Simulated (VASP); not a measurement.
Band structure of Tl (space group P6_3/mmc). Level of theory: PBE GGA, VASP's PBE PAW potentials (set 64) (plane waves; VASP 6.6.1).

Unless said otherwise, spin-orbit coupling is left out, though it shifts the bands of the heavy elements here.

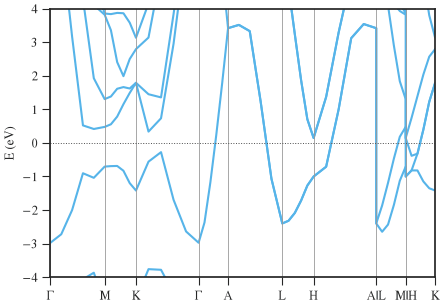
Bands along high-symmetry lines, zero at the valence-band maximum or, without a gap, the Fermi level

### Question
Read the plot: is there a gap, and where are the band edges?

### Answer
It has no gap at this level: it comes out as a metal or semimetal.

The structure is a typed Tl crystal (P6_3/mmc). The cell was not relaxed at this level.
